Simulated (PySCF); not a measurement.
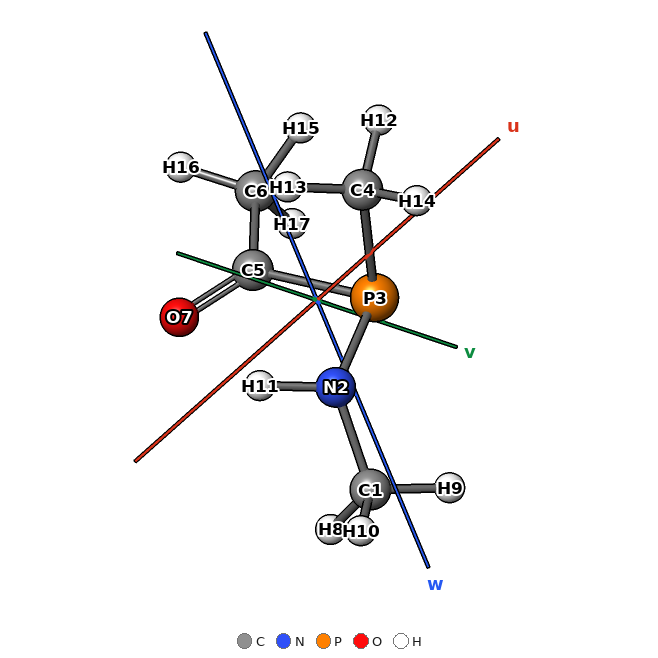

The lines u, v and w are the principal axes of the static dipole polarisability. Computed geometry: GFN2-xTB optimisation. No frequency run is at hand to confirm it as a minimum. Level of theory: PBE0/def2-SVPD (PySCF 2.14.0).

### Along which axis is the molecule most polarisable, and along which least?

Most along w (close to the long direction C1···C6), least along v.

### Give the three principal values.

u 87.3, v 74.5, w 100.6 bohr³; mean 87.5, anisotropy 22.6 bohr³.

The geometry is semi-empirical. Around P such bond lengths and angles can be off by a tenth of an ångström or more and by several degrees, and values that hang on the shape move with them.
